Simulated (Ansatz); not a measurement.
Bond stretch in C2, singlet.

- RKS-CAM-B3LYP = restricted CAM-B3LYP/cc-pVDZ (Ansatz, a program for electronic structure)
- RKS-PBE = restricted PBE/cc-pVDZ (Ansatz)
- RKS-PBE0 = Ansatz with restricted PBE0/cc-pVDZ
- FCI = full CI/cc-pVDZ, frozen core (Ansatz)

Cost and accuracy over the 18 points of the scan, with FCI as yardstick. Costs are rough ratios of core time within Ansatz on shared cores, each with its mean field (Kohn-Sham runs search longer for lower solutions than correlated ones do); the miss is the largest error against full CI of the curve after the mean shift, in eV.

Task: Which is the cheapest of these levels that stays within 2.0 eV of FCI?

Result: RKS-PBE.

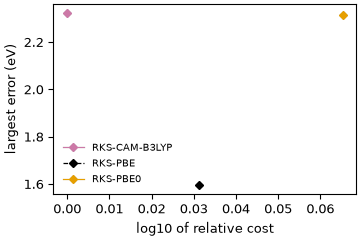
Miss against cost, one point a level.

```tsv
level	relative cost	largest error
RKS-CAM-B3LYP	1	2.324
RKS-PBE	1	1.594
RKS-PBE0	1	2.314
```

Costs within a factor of two of each other count as equal.

The scan ran from 1.10 to 5.21 Å; beyond the distances shown full CI changes its symmetry label. The restricted form behind RKS-CAM-B3LYP, RKS-PBE, RKS-PBE0 keeps the bonding electrons paired and can't separate into open-shell fragments. Also computed but left out beside FCI, since their determinant holds another spin at the minimum (<S²> over 0.7 above the pure value): UHF, UKS-PBE0, UKS-CAM-B3LYP, UKS-PBE, UKS-B3LYP/6-31G*, UKS-M06-2X/6-31G*, UKS-BP86/6-31G*, UHF/6-31G*.
